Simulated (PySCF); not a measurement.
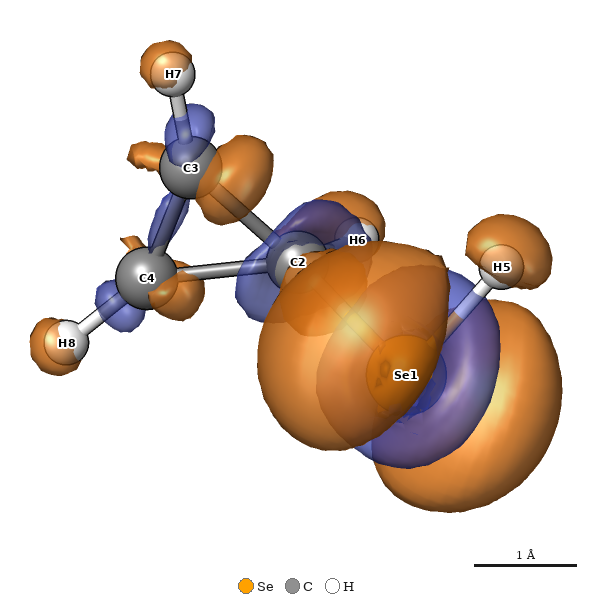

Figure 1: C3H4Se, SMILES `[SeH]C1C=C1`. Fukui function f⁻ = ρ(N) − ρ(N−1) at fixed geometry, surfaces at ±0.03 e/Å³ (orange positive, blue negative).

Method: CAM-B3LYP/def2-SVPD; geometry: GFN2-xTB; program: PySCF. No frequency check shows the geometry to be a minimum. GFN2-xTB bond lengths at metals and heavier atoms can be off by up to 0.1 Å and shapes distorted, which carries into these values.

Input

```python
import numpy as np
from pyscf import gto, scf, dft
from pyscf.scf import atom_ks, atom_hf
from scipy.linalg import block_diag

def solve(mol, dm0=None, hcore=None):
    mf = (dft.UKS if mol.spin else dft.RKS)(mol, xc='camb3lyp')
    mf.grids.level = 3
    mf = mf.density_fit(auxbasis='def2-universal-jkfit')
    mf.conv_tol, mf.max_cycle = 1e-8, 80
    if hcore is not None:
        mf.get_hcore = lambda *args: hcore
    mf.kernel(dm0)
    if not mf.converged:
        mf = mf.newton().run(mf.mo_coeff, mf.mo_occ, max_cycle=30)
    assert mf.converged, 'SCF not converged'
    return mf

mol = gto.M(atom='''
Se    -0.97897    -0.04951    -0.06998
C      0.88333     0.05500     0.59746
C      1.96196     0.64378    -0.24320
C      1.97728    -0.65161    -0.12144
H     -1.29791     1.31659     0.27949
H      0.88649     0.14037     1.67975
H      2.35871     1.54431    -0.64155
H      2.40210    -1.60097    -0.33521
''', basis='def2-svpd', charge=0, spin=0, verbose=4)
mf = solve(mol)
out = dict(e0=mf.e_tot, dm0=mf.make_rdm1(), c=mf.mo_coeff, occ=mf.mo_occ, eps=mf.mo_energy)
for name, dq, spin in [('cation', 1, 1), ('anion', -1, 1)]:
    ion = mol.copy().set(charge=mol.charge + dq, spin=spin).build()
    mi = solve(ion)
    if spin and dq > 0 and mol.nao < 130:
        c, _, stable, _ = mi.stability(return_status=True)
        if not stable:
            mi = solve(ion, mi.make_rdm1(c, mi.mo_occ))
    print(name, 'vertical energy change / eV', (mi.e_tot - mf.e_tot) * 27.211386)
    out.update({'e_' + name: mi.e_tot, 'dm_' + name: mi.make_rdm1(), 's2_' + name: mi.spin_square()[0], 'eps_' + name: mi.mo_energy, 'occ_' + name: mi.mo_occ})
# spherically averaged free atoms, for the promolecule
atm = atom_ks.get_atm_nrks(mol, xc='camb3lyp')
pro = block_diag(*[(atm[a[0]][2] * atm[a[0]][3]) @ atm[a[0]][2].T for a in mol._atom])
np.savez('result.npz', pro=pro, **out)
```

Command:

```sh
OMP_NUM_THREADS=1 python input.py
```

The run took 110 s on 1 thread of Arm Neoverse V1, with other jobs on the host, peak memory 0.67 GiB.

Partitions, critical points and surface values were worked out afterwards from this run's density.

On which atoms does the density change most on removal of an electron?

f⁻ (Hirshfeld-condensed) is largest on Se1 (0.63); the vertical ionisation energy is 8.71 eV (the stability of the cation's solution wasn't checked). Condensed values hint at sites of electrophilic attack but needn't mark the atom that reacts. Orbital relaxation makes it negative in places (0.19 e in all).

```json
{"atom": "Se1", "f⁻": "+0.63", "charge": "−0.07"}
{"atom": "C2", "f⁻": "+0.03", "charge": "−0.07"}
{"atom": "C3", "f⁻": "+0.06", "charge": "−0.03"}
{"atom": "C4", "f⁻": "+0.06", "charge": "−0.03"}
{"atom": "H5", "f⁻": "+0.09", "charge": "+0.01"}
{"atom": "H6", "f⁻": "+0.04", "charge": "+0.03"}
{"atom": "H7", "f⁻": "+0.04", "charge": "+0.08"}
{"atom": "H8", "f⁻": "+0.04", "charge": "+0.08"}
```
